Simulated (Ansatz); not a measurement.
# FH6NOSi2: up Jacob's ladder to CCSD(T)

How much do the methods differ for FH6NOSi2? The plan is to run it at one geometry with functionals of several rungs and with coupled cluster, and see how far each lands from CCSD(T) at the basis-set limit for the atomisation energy.

Method: functionals in def2-TZVPP, the program's frozen cores in correlated methods; program: Ansatz 0.2.0, Gaussian basis.

The runs, in order: PBE-D4, r2SCAN-D4, PBE0-D4, B3LYP-D4, ωB97X-V, ωB97M-V, B2PLYP; CCSD(T)/def2-TZVPP; MP2/def2-QZVPP; extrapolation to the limit.

## (1) The relaxed structure

The geometry comes from an earlier relaxation with PBE0-D4 in a triple-zeta def2 set; it is a stationary point, not always the lowest conformer.

SMILES `O[SiH2]N[SiH2]F`, 11 atoms, charge 0, spin multiplicity 1.

Atoms are counted from 1 here; the program's logs count them from 0.

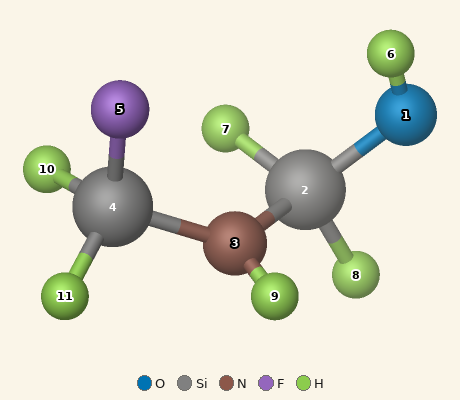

The structure; oxygen blue, silicon grey, nitrogen brown, fluorine purple, hydrogen green; atoms are numbered from 1 in the order of the file.

## (2) PBE-D4 (GGA)

File in.yaml:

```yaml
crystal:
  periodic: [false, false, false]
  atoms:
    - {symbol: O, position_ang: [-0.471171, 2.231740, -0.940929]}
    - {symbol: Si, position_ang: [-0.589860, 0.603543, -1.121407]}
    - {symbol: N, position_ang: [0.614180, -0.285726, -0.258809]}
    - {symbol: Si, position_ang: [0.429879, -1.192573, 1.176357]}
    - {symbol: F, position_ang: [0.544868, -0.273775, 2.485573]}
    - {symbol: H, position_ang: [-0.545212, 2.588923, -0.054372]}
    - {symbol: H, position_ang: [-1.882563, 0.085174, -0.606371]}
    - {symbol: H, position_ang: [-0.438399, 0.401723, -2.578243]}
    - {symbol: H, position_ang: [1.567029, -0.154252, -0.572900]}
    - {symbol: H, position_ang: [-0.922233, -1.787803, 1.206577]}
    - {symbol: H, position_ang: [1.518882, -2.189973, 1.272625]}
basis:
  gaussian: {orbitals: def2-TZVPP}
hamiltonian: {xc: pbe, dispersion: d4}
output: {forces: true, orbitals: {seedname: orbitals}}
```

Launch:

```sh
$ ansatz run in.yaml --threads 4 --pin off --events-out ev --progress --plain --max-ram 10444MiB
```

Log, cut to the lines that bear on the results:

```text
Functional definition: PBE
  name "PBE"
  cite "Perdew, Burke & Ernzerhof, Phys. Rev. Lett. 77, 3865 (1996) doi:10.1103/PhysRevLett.77.3865"
  parent pbe
[...]
1392 factors; their error is unknown
[...]
mean field -22099.90680721 eV, -812.1565953102 hartree, gradient 3.7e-5 eV, S^2 0.000000; 0 other end points of the search recorded, 0 dependent functions left out
[...]
reference -22099.90685252 eV, -812.1565969752 hartree; 29, 29 occupied and 232, 232 virtual orbitals, 1392 factors
Total energy: -22100.14450339 eV, -812.1653304836 hartree
Atom 0 at    -0.471171     2.231740    -0.940929 Å, force     0.073854     0.364407    -0.388516 eV/Å
Atom 1 at    -0.589860     0.603543    -1.121407 Å, force    -0.179754    -0.217556    -0.099547 eV/Å
Atom 2 at     0.614180    -0.285726    -0.258809 Å, force    -0.015620    -0.063500    -0.062556 eV/Å
Atom 3 at     0.429879    -1.192573     1.176357 Å, force    -0.053839    -0.359829    -0.143613 eV/Å
Atom 4 at     0.544868    -0.273775     2.485573 Å, force     0.044360     0.353276     0.522085 eV/Å
Atom 5 at    -0.545212     2.588923    -0.054372 Å, force    -0.037665     0.174230     0.411819 eV/Å
Atom 6 at    -1.882563     0.085174    -0.606371 Å, force    -0.139838    -0.086440     0.054201 eV/Å
Atom 7 at    -0.438399     0.401723    -2.578243 Å, force     0.019306    -0.007414    -0.165967 eV/Å
Atom 8 at     1.567029    -0.154252    -0.572900 Å, force     0.319474     0.035893    -0.110252 eV/Å
Atom 9 at    -0.922233    -1.787803     1.206577 Å, force    -0.158660    -0.071684    -0.014888 eV/Å
Atom 10 at     1.518882    -2.189973     1.272625 Å, force     0.128383    -0.121383    -0.002767 eV/Å
Dipole moment:     0.127374    -0.057352    -0.048576 e Å
```

Run time: 2.7 s. Hardware: 4 threads of Arm Neoverse V1, shared host; peak memory 0.35 GiB.

With the free atoms at this level, -22059.030 eV in sum, the atomisation energy is 3966.9 kJ/mol. HOMO -6.99 eV, LUMO -0.56 eV.

## (3) r2SCAN-D4 (meta-GGA)

Changes to in.yaml since step 2:

```diff
@@ -16,3 +16,3 @@
   gaussian: {orbitals: def2-TZVPP}
-hamiltonian: {xc: pbe, dispersion: d4}
+hamiltonian: {xc: r2scan, dispersion: d4}
 output: {forces: true, orbitals: {seedname: orbitals}}
```

Same command.

Log, cut to the lines that bear on the results:

```text
Functional definition: r2SCAN
  name "r2SCAN"
  cite "Furness, Kaplan, Ning, Perdew & Sun, J. Phys. Chem. Lett. 11, 8208 (2020) doi:10.1021/acs.jpclett.0c02405"
  cite "Furness, Kaplan, Ning, Perdew & Sun, J. Phys. Chem. Lett. 11, 9248 (2020) doi:10.1021/acs.jpclett.0c03077"
  parent r2scan
[...]
1392 factors; their error is unknown
[...]
mean field -22110.65638851 eV, -812.5516351366 hartree, gradient 2.1e-5 eV, S^2 0.000000; 0 other end points of the search recorded, 0 dependent functions left out
[...]
reference -22110.65640202 eV, -812.5516356330 hartree; 29, 29 occupied and 232, 232 virtual orbitals, 1392 factors
Total energy: -22110.71506103 eV, -812.5537913118 hartree
Atom 0 at    -0.471171     2.231740    -0.940929 Å, force     0.006788     0.049857    -0.031159 eV/Å
Atom 1 at    -0.589860     0.603543    -1.121407 Å, force    -0.043749    -0.033267    -0.036508 eV/Å
Atom 2 at     0.614180    -0.285726    -0.258809 Å, force    -0.012642    -0.012592    -0.001758 eV/Å
Atom 3 at     0.429879    -1.192573     1.176357 Å, force    -0.001532    -0.082155     0.017951 eV/Å
Atom 4 at     0.544868    -0.273775     2.485573 Å, force     0.000876     0.027881     0.032634 eV/Å
Atom 5 at    -0.545212     2.588923    -0.054372 Å, force    -0.002256     0.013969     0.024602 eV/Å
Atom 6 at    -1.882563     0.085174    -0.606371 Å, force     0.022287     0.001325    -0.015415 eV/Å
Atom 7 at    -0.438399     0.401723    -2.578243 Å, force    -0.009183     0.008657     0.028718 eV/Å
Atom 8 at     1.567029    -0.154252    -0.572900 Å, force     0.032258     0.004680    -0.012566 eV/Å
Atom 9 at    -0.922233    -1.787803     1.206577 Å, force     0.033704     0.006288    -0.004470 eV/Å
Atom 10 at     1.518882    -2.189973     1.272625 Å, force    -0.026551     0.015357    -0.002029 eV/Å
Dipole moment:     0.128336    -0.064603    -0.045368 e Å
```

It took 5.5 s on 4 threads of Arm Neoverse V1, shared host; peak memory 0.38 GiB.

Atomisation energy: 3949.9 kJ/mol (free atoms -22069.777 eV, run apart). HOMO -7.30 eV, LUMO -0.09 eV.

## (4) PBE0-D4 (hybrid)

Changes to in.yaml since step 3:

```diff
@@ -16,3 +16,3 @@
   gaussian: {orbitals: def2-TZVPP}
-hamiltonian: {xc: r2scan, dispersion: d4}
-output: {forces: true, orbitals: {seedname: orbitals}}
+hamiltonian: {xc: pbe0, dispersion: d4}
+output: {orbitals: {seedname: orbitals}}
```

Launched as before.

Log:

```text
Functional definition: PBE0
  name "PBE0"
  cite "Adamo & Barone, J. Chem. Phys. 110, 6158 (1999) doi:10.1063/1.478522"
  cite "Perdew, Burke & Ernzerhof, Phys. Rev. Lett. 77, 3865 (1996) doi:10.1103/PhysRevLett.77.3865"
  parent pbe
  parameter a = 0.25
  parameter kappa = 0.804
  parameter beta = 0.06672455060314922
  exchange = (1 - a)*pbe_x(kappa = kappa, mu = beta*pi^2/3) + a*exact_x
  correlation = pbe_c(beta = beta)
1398 factors; their error is unknown
mean field evaluation 1: about -22091.4728 eV, gradient 7.9e1 eV
mean field evaluation 2: about -22076.6189 eV, gradient 1.2e2 eV
mean field evaluation 4: about -22101.6418 eV, gradient 3.9e0 eV
mean field evaluation 8: about -22101.6635 eV, gradient 6.7e-2 eV
mean field evaluation 16: about -22101.7148 eV, gradient 2.3e-5 eV
mean field -22101.71482382 eV, -812.2230386951 hartree, gradient 2.3e-5 eV, S^2 0.000000; 0 other end points of the search recorded, 0 dependent functions left out
reference -22101.71485778 eV, -812.2230399429 hartree; 29, 29 occupied and 232, 232 virtual orbitals, 1398 factors
Total energy: -22101.91620260 eV, -812.2304392285 hartree
```

It took 3.4 s on 4 threads of Arm Neoverse V1, shared host; peak memory 0.68 GiB.

Atomisation energy: 3903.3 kJ/mol (free atoms -22061.462 eV, run apart). HOMO -8.42 eV, LUMO 0.29 eV.

## (5) B3LYP-D4 (hybrid)

B3LYP here takes the VWN-RPA correlation.

Changes to in.yaml since step 4:

```diff
@@ -16,3 +16,3 @@
   gaussian: {orbitals: def2-TZVPP}
-hamiltonian: {xc: pbe0, dispersion: d4}
-output: {orbitals: {seedname: orbitals}}
+hamiltonian: {xc: {name: B3LYP}, dispersion: d4}
+output: {forces: true, orbitals: {seedname: orbitals}}
```

Launched as before.

Log, cut to the lines that bear on the results:

```text
Functional definition: B3LYP
  name "B3LYP"
  cite "Stephens, Devlin, Chabalowski & Frisch, J. Phys. Chem. 98, 11623 (1994) doi:10.1021/j100096a001"
  cite "Becke, Phys. Rev. A 38, 3098 (1988) doi:10.1103/PhysRevA.38.3098"
  cite "Lee, Yang & Parr, Phys. Rev. B 37, 785 (1988) doi:10.1103/PhysRevB.37.785"
  cite "Vosko, Wilk & Nusair, Can. J. Phys. 58, 1200 (1980) doi:10.1139/p80-159"
[...]
1398 factors; their error is unknown
[...]
mean field -22116.33845364 eV, -812.7604471785 hartree, gradient 2.0e-5 eV, S^2 0.000000; 0 other end points of the search recorded, 0 dependent functions left out
[...]
reference -22116.33873509 eV, -812.7604575217 hartree; 29, 29 occupied and 232, 232 virtual orbitals, 1398 factors
Total energy: -22116.72203990 eV, -812.7745437135 hartree
Atom 0 at    -0.471171     2.231740    -0.940929 Å, force     0.002069     0.113909     0.036949 eV/Å
Atom 1 at    -0.589860     0.603543    -1.121407 Å, force    -0.151128    -0.146268    -0.190627 eV/Å
Atom 2 at     0.614180    -0.285726    -0.258809 Å, force     0.059363     0.010015    -0.023588 eV/Å
Atom 3 at     0.429879    -1.192573     1.176357 Å, force    -0.011812    -0.298788    -0.042211 eV/Å
Atom 4 at     0.544868    -0.273775     2.485573 Å, force     0.010221     0.119366     0.163474 eV/Å
Atom 5 at    -0.545212     2.588923    -0.054372 Å, force     0.004981     0.065841     0.015993 eV/Å
Atom 6 at    -1.882563     0.085174    -0.606371 Å, force     0.082659     0.039256    -0.046148 eV/Å
Atom 7 at    -0.438399     0.401723    -2.578243 Å, force    -0.016274     0.010453     0.091840 eV/Å
Atom 8 at     1.567029    -0.154252    -0.572900 Å, force    -0.002395    -0.004760    -0.002654 eV/Å
Atom 9 at    -0.922233    -1.787803     1.206577 Å, force     0.096915     0.032808     0.000820 eV/Å
Atom 10 at     1.518882    -2.189973     1.272625 Å, force    -0.074599     0.058168    -0.003847 eV/Å
Dipole moment:     0.119871    -0.088124    -0.051765 e Å
```

It took 5.5 s on 4 threads of Arm Neoverse V1, shared host; peak memory 0.75 GiB.

With the free atoms at this level, -22075.713 eV in sum, the atomisation energy is 3956.8 kJ/mol. HOMO -8.16 eV, LUMO 0.02 eV.

## (6) ωB97X-V (range-separated)

Changes to in.yaml since step 5:

```diff
@@ -16,3 +16,3 @@
   gaussian: {orbitals: def2-TZVPP}
-hamiltonian: {xc: {name: B3LYP}, dispersion: d4}
-output: {forces: true, orbitals: {seedname: orbitals}}
+hamiltonian: {xc: {name: wB97X-V}}
+output: {orbitals: {seedname: orbitals}}
```

The command is unchanged.

Log, cut to the lines that bear on the results:

```text
Functional definition: wB97X-V
  name "wB97X-V"
  cite "Mardirossian & Head-Gordon, Phys. Chem. Chem. Phys. 16, 9904 (2014) doi:10.1039/C3CP54374A"
  cite "Becke, J. Chem. Phys. 107, 8554 (1997) doi:10.1063/1.475007"
  cite "Vydrov & Van Voorhis, J. Chem. Phys. 133, 244103 (2010) doi:10.1063/1.3521275"
[...]
      + integral(e_c_pw_opposite_spin*poly(b97_u_opposite, cos0, cos1)) + vv10(b, c)
1398 factors; their error is unknown
314 factors; integrals over basis functions are off by at most 1.1e-5 eV
[...]
mean field -22110.49150240 eV, -812.5455756839 hartree, gradient 4.6e-5 eV, S^2 0.000000; 0 other end points of the search recorded, 0 dependent functions left out
reference -22110.49150016 eV, -812.5455756016 hartree; 29, 29 occupied and 232, 232 virtual orbitals, 1398 factors
Total energy: -22110.49150016 eV, -812.5455756016 hartree
```

Run time: 7.5 s. Hardware: 4 threads of Arm Neoverse V1, shared host; peak memory 0.83 GiB.

With the free atoms at this level, -22069.162 eV in sum, the atomisation energy is 3987.7 kJ/mol. HOMO -10.87 eV, LUMO 2.22 eV.

## (7) ωB97M-V (range-separated)

Changes to in.yaml since step 6:

```diff
@@ -16,3 +16,3 @@
   gaussian: {orbitals: def2-TZVPP}
-hamiltonian: {xc: {name: wB97X-V}}
-output: {orbitals: {seedname: orbitals}}
+hamiltonian: {xc: {name: wB97M-V}}
+output: {forces: true, orbitals: {seedname: orbitals}}
```

The command is unchanged.

Log, cut to the lines that bear on the results:

```text
Functional definition: wB97M-V
  name "wB97M-V"
  cite "Mardirossian & Head-Gordon, J. Chem. Phys. 144, 214110 (2016) doi:10.1063/1.4952647"
  cite "Becke, J. Chem. Phys. 107, 8554 (1997) doi:10.1063/1.475007"
  cite "Vydrov & Van Voorhis, J. Chem. Phys. 133, 244103 (2010) doi:10.1063/1.3521275"
  # Of w^i u^j: cxij and so on, Table III.
[...]
  gx(w, u) = 1 - cx + cx01*u + cx10*w
  gss(w, u) = css00 + css04*u^4 + css10*w + css20*w^2 + css43*w^4*u^3
  gos(w, u) = cos00 + cos10*w + (cos20 + cos21*u)*w^2 + (cos60 + cos61*u)*w^6
[...]
      + integral(e_c_pw_mod_opposite_spin*gos(b97_w_opposite, b97_u_opposite)) + vv10(b, c)
1398 factors; their error is unknown
314 factors; integrals over basis functions are off by at most 1.1e-5 eV
[...]
Atom 1 at    -0.589860     0.603543    -1.121407 Å, force    -0.152317    -0.163696    -0.171228 eV/Å
Atom 2 at     0.614180    -0.285726    -0.258809 Å, force     0.047546     0.015857    -0.016913 eV/Å
Atom 3 at     0.429879    -1.192573     1.176357 Å, force    -0.036569    -0.290944    -0.048127 eV/Å
Atom 4 at     0.544868    -0.273775     2.485573 Å, force     0.007689     0.073465     0.098261 eV/Å
Atom 5 at    -0.545212     2.588923    -0.054372 Å, force     0.005126     0.009635    -0.035591 eV/Å
Atom 6 at    -1.882563     0.085174    -0.606371 Å, force     0.142451     0.057837    -0.051163 eV/Å
Atom 7 at    -0.438399     0.401723    -2.578243 Å, force    -0.018349     0.023348     0.170270 eV/Å
Atom 8 at     1.567029    -0.154252    -0.572900 Å, force    -0.021442    -0.006716     0.006862 eV/Å
Atom 9 at    -0.922233    -1.787803     1.206577 Å, force     0.157072     0.070693    -0.004860 eV/Å
Atom 10 at     1.518882    -2.189973     1.272625 Å, force    -0.130410     0.119775    -0.011659 eV/Å
Dipole moment:     0.125388    -0.079751    -0.044510 e Å
```

Run time: 12 s. Hardware: 4 threads of Arm Neoverse V1, shared host; peak memory 0.96 GiB.

Atomisation energy: 3979.9 kJ/mol (free atoms -22070.740 eV, run apart). HOMO -10.78 eV, LUMO 1.82 eV.

## (8) B2PLYP (double hybrid)

Changes to in.yaml since step 7:

```diff
@@ -16,3 +16,2 @@
   gaussian: {orbitals: def2-TZVPP}
-hamiltonian: {xc: {name: wB97M-V}}
-output: {forces: true, orbitals: {seedname: orbitals}}
+hamiltonian: {xc: {name: B2PLYP}}
```

The command is unchanged.

Log, cut to the lines that bear on the results:

```text
Functional definition: B2PLYP
  name "B2PLYP"
  cite "Grimme, J. Chem. Phys. 124, 034108 (2006) doi:10.1063/1.2148954"
  cite "Becke, Phys. Rev. A 38, 3098 (1988) doi:10.1103/PhysRevA.38.3098"
  cite "Lee, Yang & Parr, Phys. Rev. B 37, 785 (1988) doi:10.1103/PhysRevB.37.785"
[...]
1546 factors; integrals over basis functions are off by at most 1.2e-3 eV
[...]
mean field -22096.34292967 eV, -812.0256252261 hartree, gradient 3.6e-6 eV, S^2 0.000000; 0 other end points of the search recorded, 0 dependent functions left out
13 core orbitals not correlated: weight in the atoms' cores, before any rotation towards them, 1.000 or more for the frozen orbitals, at most 0.000 for the correlated occupied ones
reference -22096.34310745 eV, -812.0256317596 hartree; 16, 16 occupied and 232, 232 virtual orbitals, 1546 factors
second order -30.89609970 eV of doubles, -0.00000000 eV of singles
Total energy: -22104.68505437 eV, -812.3321926545 hartree
```

It took 5.5 s on 4 threads of Arm Neoverse V1, shared host; peak memory 0.68 GiB.

With the free atoms at this level, -22064.028 eV in sum, the atomisation energy is 3922.8 kJ/mol.

## (9) Orbital energies across the functionals

Dipoles come from the runs that computed forces. Levels, from each run's orbital file:

```csv
functional,HOMO (eV),LUMO (eV),gap (eV),dipole (D)
PBE-D4,-6.99,-0.56,6.43,0.71
r2SCAN-D4,-7.30,-0.09,7.21,0.72
PBE0-D4,-8.42,0.29,8.71,
B3LYP-D4,-8.16,0.02,8.17,0.76
ωB97X-V,-10.87,2.22,13.09,
ωB97M-V,-10.78,1.82,12.60,0.75
```

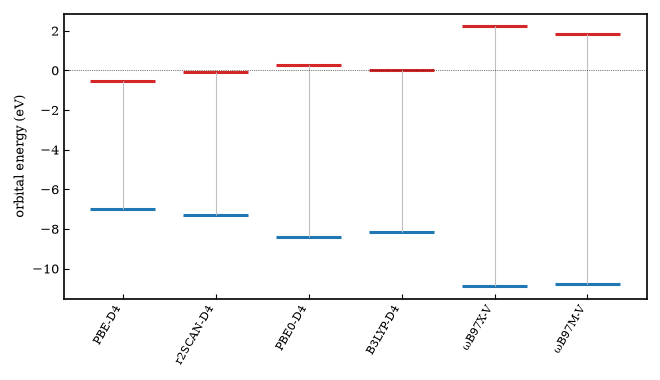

Highest occupied (blue) and lowest empty (red) level by functional.

## (10) CCSD(T) in def2-TZVPP

Changes to in.yaml since step 8:

```diff
@@ -16,2 +16,2 @@
   gaussian: {orbitals: def2-TZVPP}
-hamiltonian: {xc: {name: B2PLYP}}
+correlation: {method: ccsd_t}
```

The command is unchanged.

Log, cut to the lines that bear on the results:

```text
Functional definition: HF
  name "HF"
  cite "Fock, Z. Phys. 61, 126 (1930) doi:10.1007/BF01340294"
  parent pbe
[...]
1546 factors; integrals over basis functions are off by at most 1.2e-3 eV
[...]
mean field -22052.86037390 eV, -810.4276707753 hartree, gradient 2.1e-6 eV, S^2 0.000000; 0 other end points of the search recorded, 0 dependent functions left out
13 core orbitals not correlated: weight in the atoms' cores, before any rotation towards them, 1.000 or more for the frozen orbitals, at most 0.000 for the correlated occupied ones
reference -22052.86037390 eV, -810.4276707753 hartree; 16, 16 occupied and 232, 232 virtual orbitals, 1546 factors
second order -25.74067586 eV of doubles, -0.00000000 eV of singles
cycle   1  -26.01434301 eV  change   -2.7e-1 eV  update   1.1e-1
[...]
cycle   9  -26.72678357 eV  change   -1.3e-5 eV  update   1.8e-5
perturbative correction -0.88776154 eV, -0.0326246350 hartree
Total energy: -22080.47491901 eV, -811.4424865903 hartree
```

Run time: 2.9 min. Hardware: 4 threads of Arm Neoverse V1, shared host; peak memory 6.1 GiB.

## (11) MP2 in def2-QZVPP

Changes to in.yaml since step 10:

```diff
@@ -15,3 +15,3 @@
 basis:
-  gaussian: {orbitals: def2-TZVPP}
-correlation: {method: ccsd_t}
+  gaussian: {orbitals: "def2-QZVPP.json"}
+correlation: {method: mp2}
```

Same command.

Log:

```text
Functional definition: HF
  name "HF"
  cite "Fock, Z. Phys. 61, 126 (1930) doi:10.1007/BF01340294"
  parent pbe
  exchange = exact_x
  correlation = 0
2934 factors; integrals over basis functions are off by at most 9.3e-4 eV
mean field evaluation 1: about -22048.0298 eV, gradient 5.4e1 eV
mean field evaluation 2: about -22048.1667 eV, gradient 5.4e1 eV
mean field evaluation 4: about -22053.6368 eV, gradient 3.6e0 eV
mean field evaluation 8: about -22053.6933 eV, gradient 2.7e-1 eV
mean field -22053.69345554 eV, -810.4582859609 hartree, gradient 1.8e-6 eV, S^2 0.000000; 0 other end points of the search recorded, 0 dependent functions left out
13 core orbitals not correlated: weight in the atoms' cores, before any rotation towards them, 1.000 or more for the frozen orbitals, at most 0.000 for the correlated occupied ones
reference -22053.69345554 eV, -810.4582859609 hartree; 16, 16 occupied and 462, 462 virtual orbitals, 2934 factors
second order -27.88678606 eV of doubles, -0.00000000 eV of singles
Total energy: -22081.58024160 eV, -811.4831064462 hartree
```

It took 22 s on 4 threads of Arm Neoverse V1, shared host; peak memory 3 GiB.

Energy pieces by basis (eV):

```csv
basis,HF,MP2 correlation,CCSD correlation,(T),total
def2-TZVPP,-22052.8604,-25.7407,-26.7268,-0.8878,-22080.4749
def2-QZVPP,-22053.6935,-27.8868,,,-22081.5802 (MP2)
```

The report of the def2-TZVPP run gives T1 = 0.0115.

## (12) From triple and quadruple zeta to the limit

This step is arithmetic on the last runs, with X = 3 and 4: exp(−7.88√X) for Hartree-Fock, X^−2.97 for correlation; only MP2 was run in the larger set, so CCSD(T) minus MP2 is added from the smaller one.

```csv
level,energy at the limit (eV)
HF,-22053.8082
MP2,-22083.2847
CCSD,-22084.2708
CCSD(T),-22085.1586
```

## (13) All levels against the reference

Free atoms (1 O, 2 Si, 1 N, 1 F, 6 H) were run apart at each level; the atomisation energy is their sum less the molecule, without zero-point or spin-orbit terms.

Differences are taken before rounding.

```csv
method,rung,"atoms, summed (eV)",atomisation energy (kJ/mol),from CCSD(T)/CBS (kJ/mol),time
PBE-D4,GGA,-22059.030,3966.9,-21.2,2.7 s
r2SCAN-D4,meta-GGA,-22069.777,3949.9,-38.2,5.5 s
PBE0-D4,hybrid,-22061.462,3903.3,-84.8,3.4 s
B3LYP-D4,hybrid,-22075.713,3956.8,-31.3,5.5 s
ωB97X-V,range-separated,-22069.162,3987.7,-0.4,7.5 s
ωB97M-V,range-separated,-22070.740,3979.9,-8.1,12 s
B2PLYP,double hybrid,-22064.028,3922.8,-65.3,5.5 s
HF/def2-TZVPP,wavefunction,-22023.011,2880.1,-1108.0,
MP2/def2-TZVPP,wavefunction,-22037.879,3929.1,-59.0,
CCSD/def2-TZVPP,wavefunction,-22040.093,3810.6,-177.5,
CCSD(T)/def2-TZVPP,wavefunction,-22040.461,3860.8,-127.3,2.9 min
MP2/CBS,wavefunction,-22041.243,4056.4,+68.3,
CCSD(T)/CBS,wavefunction,-22043.825,3988.1,0,3.3 min
```

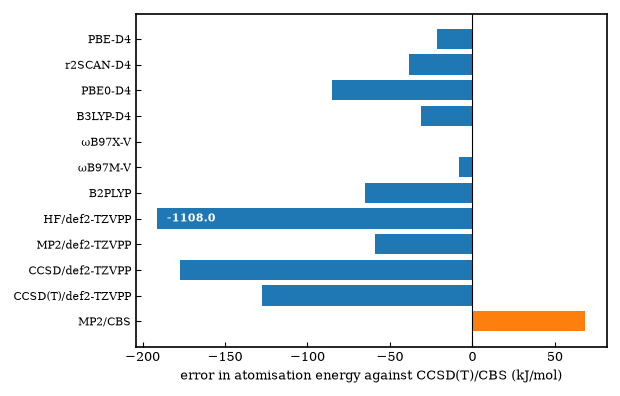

How far each level lands from CCSD(T)/CBS. Bars with a number in them are cut short.

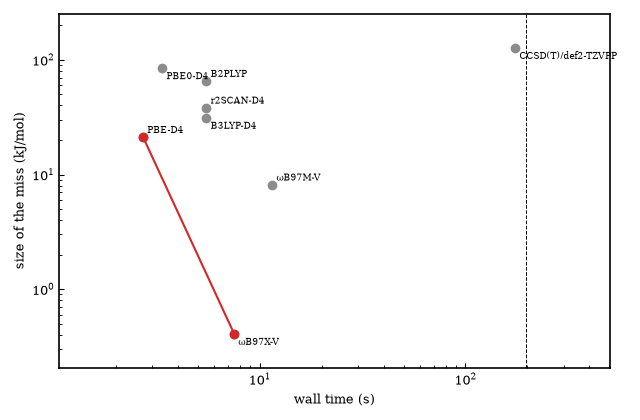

Accuracy for the time spent; red marks the levels that beat every quicker one drawn (of those quicker than the yardstick), and the dashed line is the time of CCSD(T)/CBS. Times are from a shared host.

B2PLYP carry no dispersion term (for B3LYP, D4 adds 37.0 kJ/mol).

Times are those of the molecule's run; HF, MP2 and CCSD come out of the CCSD(T) runs, and the limit's time is the sum of the runs that it needs.

## (14) Outcome

```
                               quantity                                 value
        atomisation energy, CCSD(T)/CBS                         3988.1 kJ/mol
 functionals within 19.9 kJ/mol (0.5 %)                      ωB97X-V, ωB97M-V
                               farthest                PBE0-D4 (-84.8 kJ/mol)
             mean size of error, hybrid                           58.1 kJ/mol
    mean size of error, range-separated                            4.3 kJ/mol
              gap, smallest and largest  6.43 eV (PBE-D4), 13.09 eV (ωB97X-V)
                          T1 diagnostic                                0.0115
triples share of the correlation energy                                 3.2 %
```

In words: PBE-D4 misses by -21.2 kJ/mol. Double hybrids carry the basis error of their MP2 part in triple zeta, and no dispersion term here, so their miss is partly the set-up's. The reference freezes the cores and leaves out relativity and excitations past (T), so misses under about 19.9 kJ/mol can't be ranked. Hartree-Fock recovers 72 % of the binding; the rest is correlation. Orbital gaps span 6.4 to 13.1 eV; exact exchange widens them.

ωB97X-V reaches 0.4 kJ/mol from the reference in 7.5 s, where CCSD(T)/CBS took 3.3 min; the quickest level in the cost chart, PBE-D4, takes 2.7 s and misses by 21.2 kJ/mol.
